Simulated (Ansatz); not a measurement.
## Geometry relaxation, with input and output: C3H5AlClF

C3H5AlClF, computed with RKS SPW92 (LDA)/def2-SVP (Ansatz 0.2.0).

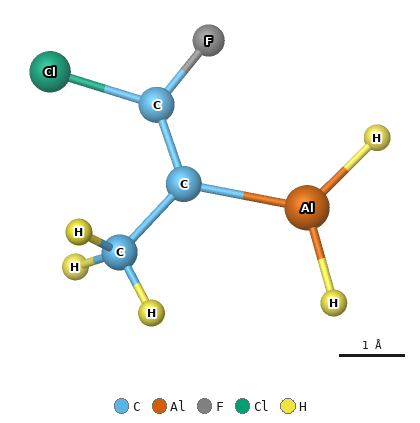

Figure 1. The starting structure (ball-and-stick view, seen at a tilt). Sticks mark near contacts. Bond lengths as drawn: Al–C 1.96 Å, Al–H 1.60 Å, C–C 1.35 to 1.51 Å, C–Cl 1.74 Å, C–F 1.34 Å and C–H 1.11 Å.

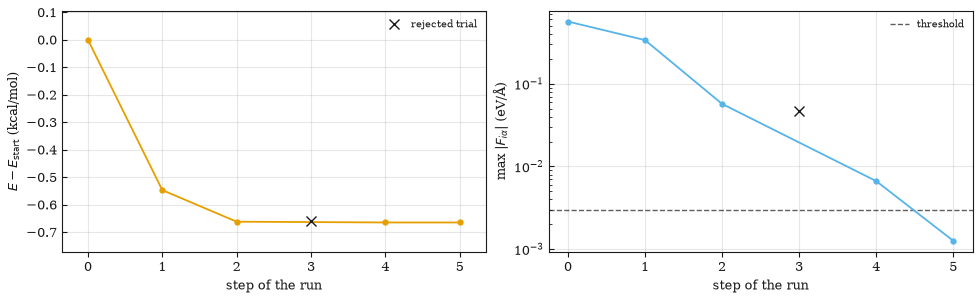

Figure 2. Progress of the relaxation, step by step (the first geometry is step 0 here and step 1 in the log).

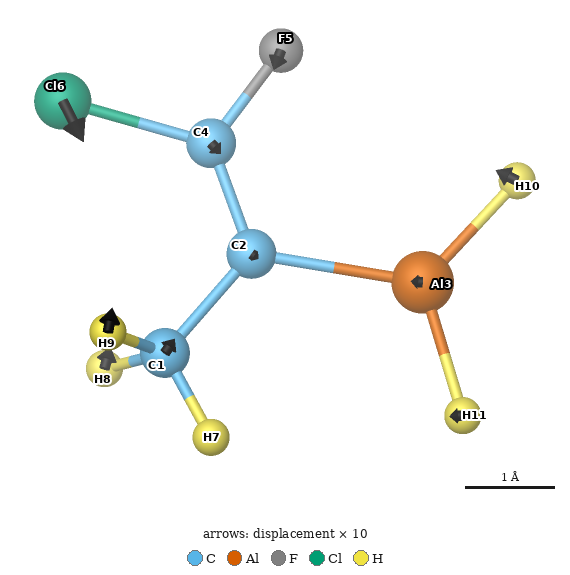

Figure 3. The starting structure with the displacements as black arrows, magnified 10 times (ball-and-stick view, seen at a tilt). The two geometries are laid on each other by the best rigid fit. The atom that moves furthest after the best rigid fit is Cl6 (0.053 Å). By element the largest moves are Cl 0.053 Å, H 0.029 Å, F 0.024 Å, C 0.020 Å, Al 0.014 Å. Distances before and after: C2–Al3 1.961 → 1.938 Å, C4–Cl6 1.742 → 1.721 Å, C4–F5 1.338 → 1.318 Å, C1–C2 1.514 → 1.495 Å. Over 5 geometry steps the energy falls by 0.66 kcal/mol. The largest force component goes from 0.57 to 0.0013 eV/Å. The line search rejected the trial step at point 3 (counted from 0) and went back. (Atoms are counted from 1 in the order of the input.)

The input that produced these results follows, with the program's output.

Input file
```yaml
crystal:
  periodic: [false, false, false]
  atoms:
    - { symbol: C, position_ang: [-0.646007, -0.810729, 0.999268] }
    - { symbol: C, position_ang: [-0.02224, 0.126884, -0.012625] }
    - { symbol: Al, position_ang: [1.329517, -0.502208, -1.285879] }
    - { symbol: C, position_ang: [-0.395272, 1.424544, -0.050097] }
    - { symbol: F, position_ang: [0.100731, 2.32214, -0.909148] }
    - { symbol: Cl, position_ang: [-1.574265, 2.1638, 0.99804] }
    - { symbol: H, position_ang: [-0.213885, -1.828438, 0.935531] }
    - { symbol: H, position_ang: [-1.743056, -0.903406, 0.847062] }
    - { symbol: H, position_ang: [-0.499653, -0.446257, 2.038694] }
    - { symbol: H, position_ang: [2.01028, 0.447581, -2.374011] }
    - { symbol: H, position_ang: [1.71935, -2.05091, -1.166236] }
basis:
  gaussian: { orbitals: def2-SVP }
hamiltonian:
  xc: lda
output:
  forces: true
relax:
  f_tol: 0.003
  max_steps: 120
```

Launch command:
```bash
ansatz run input.yaml --threads 1 --pin off --max-ram 2560MiB --backend cpu --events-out ev --progress --plain --runs-dir out
```

Log
```
The last accepted step is kept in [file] (removed where the run ends without a failure and the disk answers)
Engine: ansatz 0.2.0, aarch64-unknown-linux-gnu
Functional definition: SPW92
  exchange = slater_x
  correlation = pw_c
1300 factors; their error is unknown
mean field evaluation 1: about -24888.8236 eV, gradient 6.8e1 eV
mean field evaluation 2: about -24806.4698 eV, gradient 1.5e2 eV
mean field evaluation 4: about -24900.1833 eV, gradient 2.3e1 eV
mean field evaluation 8: about -24901.2744 eV, gradient 2.3e-1 eV
mean field evaluation 16: about -24901.2015 eV, gradient 1.8e-3 eV
mean field -24901.20149467 eV, -915.1022762885 hartree, gradient 1.6e-5 eV, S^2 0.000000; 0 other end points of the search recorded, 0 dependent functions left out
the calculation of the forces begins
reference -24901.20153241 eV, -915.1022776755 hartree; 31, 31 occupied and 86, 86 virtual orbitals, 1300 factors
relax step   1: F+E_penalty+E_count = -24901.20149467 eV  Δ(F+E_penalty+E_count) = +0.000e0 eV  max|allowed force component| = 5.664e-1 eV/Å  Δτ_max = 0.0000 Å  (30 SCF iters, accepted)
these checks for a lower state are left out or cut short: starts, cluster_reference, orbital_swaps, neighbouring_geometries, increment
1300 factors; their error is unknown
mean field -24901.22521241 eV, -915.1031478996 hartree, gradient 2.3e-5 eV, S^2 0.000000; 0 other end points of the search recorded, 0 dependent functions left out
the calculation of the forces begins
reference -24901.22524999 eV, -915.1031492804 hartree; 31, 31 occupied and 86, 86 virtual orbitals, 1300 factors
relax step   2: F+E_penalty+E_count = -24901.22521241 eV  Δ(F+E_penalty+E_count) = -2.372e-2 eV  max|allowed force component| = 3.380e-1 eV/Å  Δτ_max = 0.0337 Å  (32 SCF iters, accepted)
these checks for a lower state are left out or cut short: starts, cluster_reference, orbital_swaps, neighbouring_geometries, increment
1300 factors; their error is unknown
mean field evaluation 32: about -24901.2302 eV, gradient 1.1e-3 eV
mean field -24901.23019399 eV, -915.1033309692 hartree, gradient 2.2e-5 eV, S^2 0.000000; 0 other end points of the search recorded, 0 dependent functions left out
the calculation of the forces begins
reference -24901.23023150 eV, -915.1033323474 hartree; 31, 31 occupied and 86, 86 virtual orbitals, 1300 factors
relax step   3: F+E_penalty+E_count = -24901.23019399 eV  Δ(F+E_penalty+E_count) = -4.982e-3 eV  max|allowed force component| = 5.716e-2 eV/Å  Δτ_max = 0.0170 Å  (32 SCF iters, accepted)
these checks for a lower state are left out or cut short: starts, cluster_reference, orbital_swaps, neighbouring_geometries, increment
1300 factors; their error is unknown
mean field -24901.23011362 eV, -915.1033280156 hartree, gradient 2.2e-5 eV, S^2 0.000000; 0 other end points of the search recorded, 0 dependent functions left out
the calculation of the forces begins
reference -24901.23015112 eV, -915.1033293936 hartree; 31, 31 occupied and 86, 86 virtual orbitals, 1300 factors
relax step   4: F+E_penalty+E_count = -24901.23011362 eV  Δ(F+E_penalty+E_count) = +8.037e-5 eV  max|allowed force component| = 4.744e-2 eV/Å  Δτ_max = 0.0065 Å  (31 SCF iters, rejected (line search))
these checks for a lower state are left out or cut short: starts, cluster_reference, orbital_swaps, neighbouring_geometries, increment
1300 factors; their error is unknown
mean field -24901.23031652 eV, -915.1033354720 hartree, gradient 1.2e-5 eV, S^2 0.000000; 0 other end points of the search recorded, 0 dependent functions left out
the calculation of the forces begins
reference -24901.23035402 eV, -915.1033368501 hartree; 31, 31 occupied and 86, 86 virtual orbitals, 1300 factors
relax step   5: F+E_penalty+E_count = -24901.23031652 eV  Δ(F+E_penalty+E_count) = -1.225e-4 eV  max|allowed force component| = 6.663e-3 eV/Å  Δτ_max = 0.0032 Å  (25 SCF iters, accepted)
these checks for a lower state are left out or cut short: starts, cluster_reference, orbital_swaps, neighbouring_geometries, increment
1300 factors; their error is unknown
mean field -24901.23032037 eV, -915.1033356136 hartree, gradient 3.7e-5 eV, S^2 0.000000; 0 other end points of the search recorded, 0 dependent functions left out
the calculation of the forces begins
reference -24901.23035787 eV, -915.1033369917 hartree; 31, 31 occupied and 86, 86 virtual orbitals, 1300 factors
relax step   6: F+E_penalty+E_count = -24901.23032037 eV  Δ(F+E_penalty+E_count) = -3.853e-6 eV  max|allowed force component| = 1.264e-3 eV/Å  Δτ_max = 0.0009 Å  (20 SCF iters, accepted)
1300 factors; their error is unknown
mean field evaluation 64: about -24901.2302 eV, gradient 2.1e-1 eV
mean field -24901.23032037 eV, -915.1033356136 hartree, gradient 3.7e-5 eV, S^2 0.000000; 1 other end points of the search recorded, 0 dependent functions left out
the calculation of the forces begins
reference -24901.23035787 eV, -915.1033369917 hartree; 31, 31 occupied and 86, 86 virtual orbitals, 1300 factors
Total energy: -24901.23035787 eV, -915.1033369917 hartree
Atom 0 at    -0.639059    -0.796762     0.986743 Å, force    -0.000174     0.001264    -0.000124 eV/Å
Atom 1 at    -0.016747     0.119872    -0.017009 Å, force     0.000544    -0.000770    -0.000177 eV/Å
Atom 2 at     1.320116    -0.498903    -1.276379 Å, force    -0.000177    -0.000465     0.000413 eV/Å
Atom 3 at    -0.386702     1.410657    -0.054222 Å, force    -0.000658    -0.001018     0.000665 eV/Å
Atom 4 at     0.096369     2.301810    -0.896422 Å, force     0.000154     0.000878    -0.000169 eV/Å
Atom 5 at    -1.554879     2.114233     0.995715 Å, force     0.000552     0.000353    -0.000613 eV/Å
Atom 6 at    -0.215750    -1.821894     0.937306 Å, force    -0.000177    -0.000191     0.000191 eV/Å
Atom 7 at    -1.739769    -0.879881     0.834836 Å, force    -0.000057    -0.000373     0.000087 eV/Å
Atom 8 at    -0.498943    -0.420157     2.025835 Å, force    -0.000021    -0.000333     0.000041 eV/Å
Atom 9 at     1.991752     0.463326    -2.361216 Å, force    -0.000252     0.000400    -0.000103 eV/Å
Atom 10 at     1.709111    -2.049301    -1.154587 Å, force     0.000265     0.000254    -0.000212 eV/Å
Dipole moment:    -0.120331    -0.103479     0.164780 e Å
```

Trajectory as extended XYZ (Å, eV, eV/Å), 6 frames, from step=1 to step=6
```
11
Properties=species:S:1:pos:R:3:forces:R:3 step=1 energy=-24901.20150
C    -0.6460   -0.8107    0.9993    0.2307   0.3743  -0.3820
C    -0.0222    0.1269   -0.0126   -0.1801   0.0912   0.1597
Al    1.3295   -0.5022   -1.2859   -0.2050   0.1251   0.1878
C    -0.3953    1.4245   -0.0501    0.1343   0.2571  -0.2364
F     0.1007    2.3221   -0.9091   -0.3156  -0.5664   0.5456
Cl   -1.5743    2.1638    0.9980    0.3856  -0.3013  -0.3210
H    -0.2139   -1.8284    0.9355    0.0400  -0.0721  -0.0150
H    -1.7431   -0.9034    0.8471   -0.0678   0.0269  -0.0175
H    -0.4997   -0.4463    2.0387    0.0036   0.0568   0.0563
H     2.0103    0.4476   -2.3740   -0.0102   0.0247   0.0007
H     1.7193   -2.0509   -1.1662   -0.0155  -0.0164   0.0217
11
Properties=species:S:1:pos:R:3:forces:R:3 step=2 energy=-24901.22521
C    -0.6419   -0.8025    0.9919    0.1219   0.1339  -0.1774
C    -0.0182    0.1204   -0.0158   -0.0434  -0.1020   0.0810
Al    1.3253   -0.4980   -1.2820   -0.1016   0.0406   0.0952
C    -0.3891    1.4102   -0.0523    0.0049   0.3380  -0.1139
F     0.1002    2.3042   -0.9018   -0.1478  -0.2358   0.2424
Cl   -1.5622    2.1323    0.9976    0.1931  -0.1491  -0.1641
H    -0.2130   -1.8241    0.9352   -0.0040  -0.0250   0.0125
H    -1.7408   -0.8871    0.8365   -0.0249  -0.0009   0.0091
H    -0.4974   -0.4269    2.0295   -0.0098   0.0068   0.0241
H     1.9972    0.4639   -2.3661    0.0017  -0.0025  -0.0005
H     1.7056   -2.0492   -1.1520    0.0101  -0.0041  -0.0085
11
Properties=species:S:1:pos:R:3:forces:R:3 step=3 energy=-24901.23019
C    -0.6391   -0.7977    0.9872    0.0129   0.0096  -0.0130
C    -0.0171    0.1197   -0.0161    0.0159  -0.0430   0.0087
Al    1.3192   -0.4983   -1.2762    0.0036  -0.0068   0.0019
C    -0.3856    1.4098   -0.0525   -0.0426   0.0572  -0.0094
F     0.0959    2.3001   -0.8963    0.0155   0.0082  -0.0072
Cl   -1.5559    2.1169    0.9941    0.0140  -0.0189   0.0010
H    -0.2149   -1.8225    0.9365   -0.0066   0.0036   0.0061
H    -1.7394   -0.8796    0.8338   -0.0063  -0.0064   0.0077
H    -0.4978   -0.4198    2.0255   -0.0060  -0.0083   0.0078
H     1.9917    0.4632   -2.3605    0.0007   0.0048  -0.0037
H     1.7084   -2.0487   -1.1549   -0.0011   0.0001   0.0001
11
Properties=species:S:1:pos:R:3:forces:R:3 step=4 energy=-24901.23011 accepted=F
C    -0.6392   -0.7971    0.9869   -0.0012   0.0021  -0.0053
C    -0.0173    0.1194   -0.0172   -0.0147  -0.0126  -0.0143
Al    1.3200   -0.4985   -1.2760    0.0013  -0.0045  -0.0042
C    -0.3898    1.4091   -0.0574    0.0413   0.0229   0.0474
F     0.0976    2.3016   -0.8955   -0.0090  -0.0015  -0.0236
Cl   -1.5513    2.1160    0.9976   -0.0171  -0.0058  -0.0059
H    -0.2139   -1.8215    0.9392   -0.0017   0.0004   0.0001
H    -1.7394   -0.8822    0.8331   -0.0007  -0.0035   0.0032
H    -0.5011   -0.4187    2.0255   -0.0003   0.0011   0.0024
H     1.9911    0.4641   -2.3607    0.0006   0.0004   0.0000
H     1.7087   -2.0491   -1.1549    0.0015   0.0009   0.0003
11
Properties=species:S:1:pos:R:3:forces:R:3 step=5 energy=-24901.23032
C    -0.6391   -0.7968    0.9868    0.0015   0.0028  -0.0022
C    -0.0168    0.1199   -0.0169    0.0032  -0.0066   0.0008
Al    1.3200   -0.4986   -1.2766   -0.0003  -0.0029   0.0023
C    -0.3867    1.4106   -0.0540   -0.0067   0.0040   0.0011
F     0.0961    2.3016   -0.8963    0.0020   0.0041  -0.0018
Cl   -1.5552    2.1142    0.9958    0.0028  -0.0009  -0.0014
H    -0.2157   -1.8219    0.9372   -0.0010   0.0001   0.0008
H    -1.7398   -0.8797    0.8348   -0.0005  -0.0015   0.0007
H    -0.4989   -0.4200    2.0259   -0.0002  -0.0013   0.0004
H     1.9924    0.4628   -2.3615   -0.0008   0.0022  -0.0004
H     1.7089   -2.0490   -1.1547    0.0000   0.0000  -0.0002
11
Properties=species:S:1:pos:R:3:forces:R:3 step=6 energy=-24901.23032
C    -0.6391   -0.7968    0.9867   -0.0002   0.0013  -0.0001
C    -0.0167    0.1199   -0.0170    0.0005  -0.0008  -0.0002
Al    1.3201   -0.4989   -1.2764   -0.0002  -0.0005   0.0004
C    -0.3867    1.4107   -0.0542   -0.0007  -0.0010   0.0007
F     0.0964    2.3018   -0.8964    0.0002   0.0009  -0.0002
Cl   -1.5549    2.1142    0.9957    0.0006   0.0004  -0.0006
H    -0.2157   -1.8219    0.9373   -0.0002  -0.0002   0.0002
H    -1.7398   -0.8799    0.8348   -0.0001  -0.0004   0.0001
H    -0.4989   -0.4202    2.0258    0.0000  -0.0003   0.0000
H     1.9918    0.4633   -2.3612   -0.0003   0.0004  -0.0001
H     1.7091   -2.0493   -1.1546    0.0003   0.0003  -0.0002
```

Results in brief

| quantity | value |
| --- | --- |
| outcome | converged |
| total energy | −24901.2304 eV |
| mean-field energy | −24901.2304 eV |
| largest force (length of the vector) at the end | 0.001 eV/Å |
| hardware | 1 thread of Arm Neoverse N1, 98 GiB of memory available, shared host |
| wall time | 38 s |
| peak memory | 0.15 GiB |
